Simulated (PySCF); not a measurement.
# C3H3FS (SMILES C=C1SC1F): TPSSh/cc-pVDZ

Aim: the vertical ionisation energy of C3H3FS at TPSSh/cc-pVDZ, from 2 runs. Input form: a Python script.

The calculation is run with PySCF 2.14.0.

### 1 The structure to begin with

The species is C3H3FS (8 atoms), meant as a singlet with charge 0. SMILES: `C=C1SC1F`. The coordinates come from a PBE0-D4/def2-TZVP relaxation.

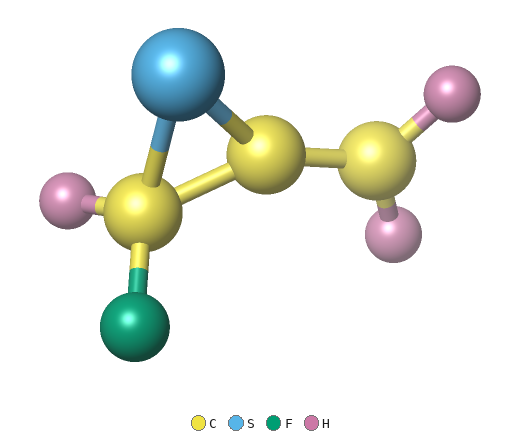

The structure, seen from a chosen angle (carbon yellow, sulfur blue, fluorine teal, hydrogen pink).

### 2 A single-point energy at TPSSh/cc-pVDZ

Input file calc.py:

```python
from pyscf import gto, dft

molecule = gto.Mole()
molecule.atom = '''
C       -0.031500       1.391600       0.301800
C        0.314700       0.155900      -0.000300
S        1.613000      -0.867900      -0.524600
C       -0.139400      -1.203000      -0.166100
F       -0.953200      -1.501200      -1.202400
H       -1.053900       1.611100       0.585100
H        0.679900       2.206300       0.267300
H       -0.337300      -1.850000       0.683400
'''
molecule.verbose = 3
molecule.max_memory = 1860
molecule.basis = 'cc-pvdz'
molecule.build()

myscf = dft.RKS(molecule, xc='tpssh')
myscf.grids.level = 0
myscf.conv_tol = 1e-10
myscf.kernel()
if not myscf.converged:
    myscf = myscf.newton().run(myscf.mo_coeff, myscf.mo_occ)

etot = myscf.e_tot
print('Final energy', etot)
```

The run is started by

```console
OMP_NUM_THREADS=1 python calc.py
```

The log of the run:

```text
converged SCF energy = -614.124923819122
Final energy -614.124923819122
```

It took 3.3 s on 1 thread of Arm Neoverse V2, shared host; peak memory 0.2 GiB.

### 3 The doublet cation, same level

Input file calc.py:

```python
from pyscf import gto, dft

molecule = gto.Mole()
molecule.atom = '''
C     -0.059526     2.629743     0.570319
C      0.594697     0.294608    -0.000567
S      3.048128    -1.640093    -0.991350
C     -0.263428    -2.273341    -0.313884
F     -1.801287    -2.836857    -2.272207
H     -1.991582     3.044538     1.105679
H      1.284825     4.169303     0.505124
H     -0.637405    -3.495993     1.291439
'''
molecule.verbose = 3
molecule.unit = 'bohr'
molecule.charge = 1
molecule.basis = 'cc-pvdz'
molecule.spin = 1
molecule.max_memory = 1860
molecule.build()

ks = dft.UKS(molecule, xc='tpssh')
ks.grids.level = 0
ks.conv_tol = 1e-10
ks.kernel()
if not ks.converged:
    ks = ks.newton().run(ks.mo_coeff, ks.mo_occ)

e_tot = ks.e_tot
print('Final energy', e_tot)
```

The run is started by

```console
OMP_NUM_THREADS=1 python calc.py
```

The log of the run:

```text
converged SCF energy = -613.799135643956  <S^2> = 0.76569743  2S+1 = 2.0156363
Final energy -613.7991356439555
```

Run time: 5.7 s. Hardware: 1 thread of Arm Neoverse V2, shared host; peak memory 0.21 GiB.

### 4 Results

Level: TPSSh/cc-pVDZ.

| quantity | value |
| --- | --- |
| singlet C3H3FS: total energy | -614.12492 Eh |
| singlet C3H3FS: dipole moment | 1.43 D |
| singlet C3H3FS: HOMO energy | -6.11 eV |
| singlet C3H3FS: LUMO energy | -0.76 eV |
| singlet C3H3FS: HOMO–LUMO gap | 5.34 eV |
| doublet cation: total energy | -613.79914 Eh |
| doublet cation: HOMO energy (highest over α and β) | -13.79 eV |
| doublet cation: LUMO energy (lowest over α and β) | -11.60 eV |
| doublet cation: ⟨S²⟩ | 0.766 |
| vertical ionisation energy (to the doublet cation) | 8.865 eV |

What this shows: The vertical ionisation energy comes to 8.87 eV (855 kJ/mol). −ε(HOMO) before ionisation, 6.11 eV, is 2.76 eV below this ionisation energy.
